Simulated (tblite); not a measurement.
**Saddle-point search, with input and output: C$_{8}$H$_{17}$ (charge +1) (part 1 of 2)**

System: C$_{8}$H$_{17}$, charge +1.
Method: GFN2-xTB saddle search (eigenvector following) and harmonic vibrations, gas phase (tblite 0.8.0).

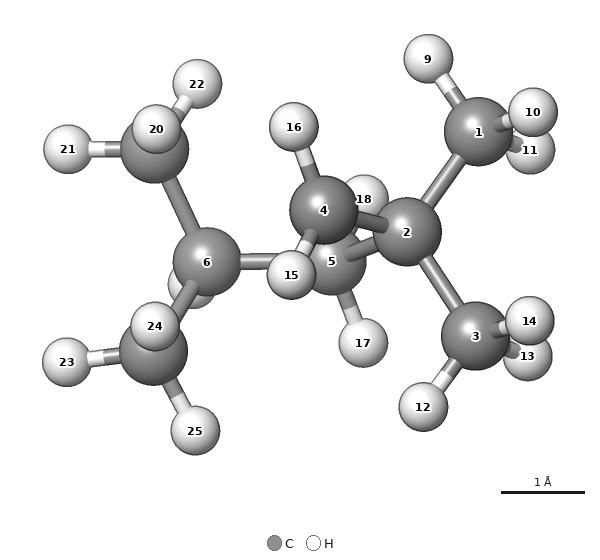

Figure 1. The input geometry (ball-and-stick view, seen at a tilt; atoms are numbered from 1 in the order of the input).

**The input**
```
{"job": {"xc": "GFN2-xTB", "basis": "xTB", "kind": "saddle"}, "charge": 1, "multiplicity": 1}
C     -1.997605     1.204779     0.518675
C     -1.231021     0.035610    -0.092941
C     -2.010137    -1.276284    -0.050471
C     -0.617310     0.316249    -1.321079
C      0.111421    -0.204136     0.926564
C      1.549406    -0.126128     0.488579
C      1.976541     1.257631     0.031070
C      1.948995    -1.196901    -0.512307
H     -1.419945     2.125163     0.495791
H     -2.909614     1.365753    -0.052160
H     -2.283067     0.987100     1.543689
H     -1.439324    -2.101803    -0.467681
H     -2.301087    -1.521489     0.966997
H     -2.920044    -1.164630    -0.636414
H     -0.409011    -0.466144    -2.034853
H     -0.402853     1.329834    -1.624507
H     -0.090269    -1.200420     1.312381
H     -0.069225     0.543555     1.695046
H      2.087026    -0.341750     1.428859
H      1.583689     1.451605    -0.968055
H      3.059229     1.327741    -0.027757
H      1.620804     2.033261     0.704391
H      3.030490    -1.258165    -0.597045
H      1.559753    -0.944232    -1.499247
H      1.573156    -2.176200    -0.227522
```

The first line tells a small driver script what to run in tblite; the rest is the geometry in Å.

Run on 1 CPU thread, shared host.

Command:
```bash
OMP_NUM_THREADS=1 python <driver script> task.json out
```

**Log**
```
step      E/eV     max force
  0    -688.29369   0.1591
  1    -688.31118   0.0752
  2    -688.33534   0.1473
  3    -688.32108   0.0428
  4    -688.33458   0.0497
  5    -688.34696   0.0560
  6    -688.36096   0.0570
  7    -688.37055   0.0503
  8    -688.37990   0.0830
  9    -688.38698   0.1205
 10    -688.39117   0.1786
 11    -688.39719   0.0427
 12    -688.40404   0.0524
 13    -688.41099   0.0525
 14    -688.41703   0.0615
 15    -688.42104   0.0735
 16    -688.42270   0.0257
 17    -688.42275   0.0022
lowest wavenumbers (cm-1): -251.5 99.1 164.9 178.3 204.4 249.8
```

**Trajectory as extended XYZ (Å, eV, eV/Å), 12 frames, from step=0 to step=17**
```
25
Properties=species:S:1:pos:R:3:forces:R:3 step=0 energy=-688.29369
C    -1.9976    1.2048    0.5187   -0.0120   0.0000   0.0030
C    -1.2310    0.0356   -0.0929    0.1300  -0.0180   0.0900
C    -2.0101   -1.2763   -0.0505   -0.0070   0.0050   0.0000
C    -0.6173    0.3162   -1.3211   -0.0280   0.0310  -0.1490
C     0.1114   -0.2041    0.9266   -0.0720  -0.0140   0.0550
C     1.5494   -0.1261    0.4886    0.0010   0.0020  -0.0080
C     1.9765    1.2576    0.0311    0.0060   0.0020  -0.0020
C     1.9490   -1.1969   -0.5123    0.0060  -0.0010  -0.0010
H    -1.4199    2.1252    0.4958   -0.0020  -0.0030   0.0110
H    -2.9096    1.3658   -0.0522   -0.0100  -0.0060  -0.0150
H    -2.2831    0.9871    1.5437   -0.0100  -0.0010   0.0110
H    -1.4393   -2.1018   -0.4677   -0.0040   0.0020   0.0070
H    -2.3011   -1.5215    0.9670   -0.0030   0.0010   0.0060
H    -2.9200   -1.1646   -0.6364   -0.0040   0.0080  -0.0140
H    -0.4090   -0.4661   -2.0349   -0.0010  -0.0090  -0.0070
H    -0.4029    1.3298   -1.6245   -0.0120   0.0070   0.0080
H    -0.0903   -1.2004    1.3124   -0.0060  -0.0060   0.0000
H    -0.0692    0.5436    1.6950    0.0040   0.0040   0.0000
H     2.0870   -0.3418    1.4289   -0.0030   0.0080  -0.0110
H     1.5837    1.4516   -0.9681   -0.0100  -0.0100   0.0030
H     3.0592    1.3277   -0.0278    0.0070  -0.0050  -0.0050
H     1.6208    2.0333    0.7044    0.0150  -0.0010   0.0060
H     3.0305   -1.2582   -0.5970    0.0060   0.0000  -0.0040
H     1.5598   -0.9442   -1.4992   -0.0070   0.0060   0.0080
H     1.5732   -2.1762   -0.2275    0.0160  -0.0030   0.0080
25
Properties=species:S:1:pos:R:3:forces:R:3 step=1 energy=-688.31118
C    -1.9799    1.1963    0.5085    0.0210   0.0100  -0.0230
C    -1.1772    0.0313   -0.0881    0.0080  -0.0020  -0.0330
C    -1.9848   -1.2727   -0.0568    0.0280   0.0040  -0.0160
C    -0.6269    0.3220   -1.3561    0.0280  -0.0320   0.0620
C     0.1036   -0.2031    0.9612   -0.0020   0.0040  -0.0140
C     1.5391   -0.1281    0.5045    0.0250  -0.0060   0.0240
C     1.9758    1.2501    0.0422   -0.0110   0.0110   0.0020
C     1.9313   -1.1913   -0.5047   -0.0080  -0.0060  -0.0050
H    -1.4190    2.1269    0.5035    0.0150  -0.0050  -0.0020
H    -2.8851    1.3419   -0.0786    0.0350  -0.0020  -0.0090
H    -2.2811    0.9687    1.5278    0.0210  -0.0030  -0.0170
H    -1.4242   -2.1129   -0.4571    0.0170   0.0040   0.0000
H    -2.2942   -1.5049    0.9592    0.0210   0.0070  -0.0170
H    -2.8857   -1.1495   -0.6553    0.0350   0.0050  -0.0090
H    -0.4601   -0.4563   -2.0868   -0.0420   0.0280  -0.0040
H    -0.4321    1.3393   -1.6605   -0.0330   0.0040  -0.0230
H    -0.0941   -1.1953    1.3596   -0.0020   0.0000   0.0290
H    -0.0660    0.5496    1.7272   -0.0010  -0.0100   0.0260
H     2.0880   -0.3467    1.4373    0.0040  -0.0020   0.0030
H     1.5555    1.4509   -0.9464   -0.0290  -0.0110   0.0230
H     3.0589    1.3002   -0.0502   -0.0450  -0.0010  -0.0120
H     1.6559    2.0319    0.7268   -0.0030  -0.0170  -0.0080
H     3.0123   -1.2277   -0.6262   -0.0510   0.0070  -0.0080
H     1.5027   -0.9403   -1.4787   -0.0290   0.0000   0.0320
H     1.5874   -2.1802   -0.2121   -0.0050   0.0130   0.0000
25
Properties=species:S:1:pos:R:3:forces:R:3 step=3 energy=-688.32108
C    -1.9710    1.1954    0.5069    0.0190   0.0020  -0.0080
C    -1.1574    0.0334   -0.0844    0.0270  -0.0010   0.0070
C    -1.9628   -1.2736   -0.0675    0.0230   0.0020  -0.0090
C    -0.6197    0.3343   -1.3564    0.0130   0.0110  -0.0100
C     0.1026   -0.2001    0.9760   -0.0020  -0.0040   0.0190
C     1.5371   -0.1315    0.5136   -0.0020  -0.0030   0.0120
C     1.9658    1.2441    0.0395   -0.0160  -0.0050   0.0020
C     1.9168   -1.1972   -0.4969   -0.0160   0.0000   0.0060
H    -1.4166    2.1296    0.5003    0.0190   0.0010   0.0010
H    -2.8768    1.3325   -0.0804    0.0270   0.0010  -0.0150
H    -2.2691    0.9673    1.5268    0.0100   0.0010  -0.0100
H    -1.3981   -2.1096   -0.4703    0.0240  -0.0010  -0.0020
H    -2.2740   -1.5124    0.9461    0.0120   0.0020  -0.0120
H    -2.8616   -1.1488   -0.6682    0.0290   0.0040  -0.0170
H    -0.4696   -0.4369   -2.0974   -0.0190   0.0120  -0.0130
H    -0.4539    1.3556   -1.6660   -0.0230  -0.0040  -0.0120
H    -0.0972   -1.1879    1.3846    0.0000  -0.0010   0.0260
H    -0.0620    0.5563    1.7398    0.0010  -0.0060   0.0240
H     2.0929   -0.3467    1.4425    0.0060  -0.0010   0.0040
H     1.5328    1.4335   -0.9467   -0.0390  -0.0120   0.0130
H     3.0469    1.2985   -0.0653   -0.0210  -0.0010  -0.0210
H     1.6487    2.0296    0.7202   -0.0060  -0.0030   0.0060
H     2.9957   -1.2406   -0.6258   -0.0210   0.0050  -0.0150
H     1.4829   -0.9413   -1.4671   -0.0370   0.0020   0.0160
H     1.5677   -2.1835   -0.2038   -0.0070  -0.0020   0.0100
25
Properties=species:S:1:pos:R:3:forces:R:3 step=4 energy=-688.33458
C    -1.9627    1.1898    0.5020    0.0170   0.0030  -0.0180
C    -1.1311    0.0304   -0.0800    0.0130  -0.0080   0.0040
C    -1.9345   -1.2794   -0.0787    0.0270   0.0050  -0.0070
C    -0.6124    0.3440   -1.3611    0.0220  -0.0320  -0.0100
C     0.1008   -0.1884    0.9984    0.0010  -0.0070   0.0100
C     1.5331   -0.1327    0.5248    0.0070  -0.0090   0.0130
C     1.9636    1.2384    0.0417   -0.0150  -0.0010   0.0000
C     1.8891   -1.1992   -0.4918   -0.0120   0.0060   0.0010
H    -1.4156    2.1284    0.4997    0.0200  -0.0010   0.0000
H    -2.8650    1.3179   -0.0925    0.0290   0.0020  -0.0160
H    -2.2651    0.9587    1.5198    0.0090  -0.0010  -0.0120
H    -1.3610   -2.1130   -0.4741    0.0250   0.0000   0.0000
H    -2.2574   -1.5211    0.9307    0.0130   0.0010  -0.0160
H    -2.8262   -1.1581   -0.6904    0.0350   0.0040  -0.0160
H    -0.4981   -0.4161   -2.1218   -0.0290   0.0370   0.0160
H    -0.4566    1.3683   -1.6644   -0.0170   0.0110  -0.0140
H    -0.1025   -1.1682    1.4257    0.0000   0.0090   0.0210
H    -0.0553    0.5784    1.7537    0.0010  -0.0080   0.0180
H     2.0989   -0.3511    1.4465    0.0060  -0.0020   0.0020
H     1.5185    1.4238   -0.9406   -0.0390  -0.0100   0.0160
H     3.0435    1.2886   -0.0776   -0.0250  -0.0020  -0.0210
H     1.6572    2.0286    0.7221   -0.0030  -0.0040   0.0050
H     2.9648   -1.2440   -0.6489   -0.0400   0.0080  -0.0170
H     1.4294   -0.9387   -1.4508   -0.0380   0.0030   0.0290
H     1.5446   -2.1852   -0.1924   -0.0070  -0.0020   0.0110
25
Properties=species:S:1:pos:R:3:forces:R:3 step=6 energy=-688.36096
C    -1.9291    1.1945    0.4823    0.0100  -0.0020  -0.0110
C    -1.0791    0.0275   -0.0668   -0.0020  -0.0010   0.0140
C    -1.8869   -1.2831   -0.0934    0.0180   0.0010  -0.0060
C    -0.5871    0.3460   -1.3655    0.0220   0.0010  -0.0090
C     0.0994   -0.1908    1.0388    0.0020  -0.0040   0.0080
C     1.5282   -0.1393    0.5501    0.0070  -0.0090   0.0050
C     1.9340    1.2321    0.0542    0.0050   0.0140  -0.0140
C     1.8484   -1.1969   -0.4844   -0.0080   0.0030   0.0030
H    -1.3815    2.1329    0.4804    0.0160  -0.0030   0.0060
H    -2.8208    1.3141   -0.1289    0.0240   0.0070  -0.0140
H    -2.2461    0.9735    1.4979   -0.0030  -0.0020  -0.0120
H    -1.3036   -2.1136   -0.4810    0.0190   0.0020   0.0060
H    -2.2264   -1.5306    0.9089    0.0030   0.0020  -0.0140
H    -2.7666   -1.1588   -0.7211    0.0280  -0.0020  -0.0170
H    -0.5231   -0.4079   -2.1378   -0.0150   0.0200   0.0080
H    -0.4894    1.3725   -1.6886   -0.0090  -0.0070   0.0030
H    -0.1037   -1.1646    1.4803    0.0000   0.0090   0.0120
H    -0.0507    0.5785    1.7935    0.0010  -0.0050   0.0080
H     2.1167   -0.3603    1.4556    0.0040  -0.0010  -0.0020
H     1.4195    1.4146   -0.8982   -0.0120  -0.0120   0.0400
H     3.0040    1.2846   -0.1385   -0.0550  -0.0010  -0.0150
H     1.6683    2.0199    0.7550    0.0070  -0.0170  -0.0150
H     2.9174   -1.2508   -0.6785   -0.0320   0.0120  -0.0210
H     1.3586   -0.9105   -1.4236   -0.0330  -0.0040   0.0260
H     1.4994   -2.1833   -0.1909    0.0030   0.0010   0.0130
25
Properties=species:S:1:pos:R:3:forces:R:3 step=7 energy=-688.37055
C    -1.9256    1.1912    0.4794    0.0050  -0.0040  -0.0120
C    -1.0625    0.0271   -0.0611   -0.0140  -0.0020   0.0120
C    -1.8637   -1.2871   -0.1039    0.0140   0.0000  -0.0030
C    -0.5766    0.3583   -1.3622    0.0190  -0.0130  -0.0170
C     0.0991   -0.1821    1.0542    0.0040  -0.0060   0.0030
C     1.5269   -0.1417    0.5588    0.0100  -0.0060  -0.0010
C     1.9303    1.2255    0.0513    0.0060   0.0040  -0.0090
C     1.8278   -1.2018   -0.4778    0.0050   0.0100  -0.0100
H    -1.3790    2.1301    0.4899    0.0110  -0.0030   0.0060
H    -2.8086    1.3115   -0.1438    0.0200   0.0060  -0.0100
H    -2.2550    0.9641    1.4897   -0.0030  -0.0040  -0.0130
H    -1.2684   -2.1138   -0.4821    0.0130   0.0060   0.0100
H    -2.2177   -1.5382    0.8927    0.0040   0.0010  -0.0190
H    -2.7339   -1.1682   -0.7460    0.0320  -0.0020  -0.0100
H    -0.5375   -0.3845   -2.1479   -0.0130   0.0340   0.0260
H    -0.4900    1.3881   -1.6780   -0.0050  -0.0040   0.0040
H    -0.1080   -1.1494    1.5086    0.0000   0.0130   0.0070
H    -0.0449    0.5951    1.8022    0.0020  -0.0040   0.0030
H     2.1236   -0.3623    1.4584    0.0030  -0.0010  -0.0030
H     1.3993    1.4011   -0.8939   -0.0130  -0.0100   0.0250
H     2.9963    1.2758   -0.1607   -0.0390  -0.0050  -0.0140
H     1.6765    2.0180    0.7507    0.0040  -0.0070  -0.0080
H     2.8913   -1.2485   -0.7040   -0.0480   0.0090  -0.0120
H     1.3072   -0.9194   -1.4033   -0.0190  -0.0060   0.0370
H     1.4930   -2.1889   -0.1714    0.0030  -0.0060   0.0100
```
